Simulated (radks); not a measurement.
The cobalt ion Co⁺; electrons: [Ar] 3d8. Computed with the in-house radial solver radks: scalar-relativistic Kohn-Sham, LDA (Slater exchange, Perdew-Wang correlation), spin-unpolarised, spherical densities, point nucleus.

```
Z 27
configuration [Ar] 3d8
relativity scalar-relativistic
functional lda,pw
spin unpolarised
nucleus point
c 137.035999084
```

Launched within a batch that task.json describes:
```bash
python run_ks.py task.json out
```

Wanted: the number of electrons inside radius r (solid) and the radial density 4πr²ρ (dashed).

The count levels off at 26 electrons. Half of them lie within 0.562 bohr, 90 % within 1.40 bohr and 99 % within 2.78 bohr. The radial density has minima at 0.0852 and 0.418 bohr, where the count stands at 2.1 and 10.7; these part the shells that the density resolves.

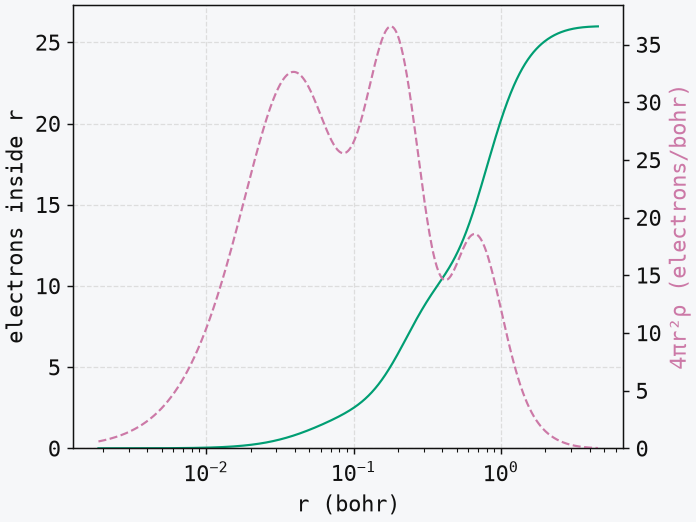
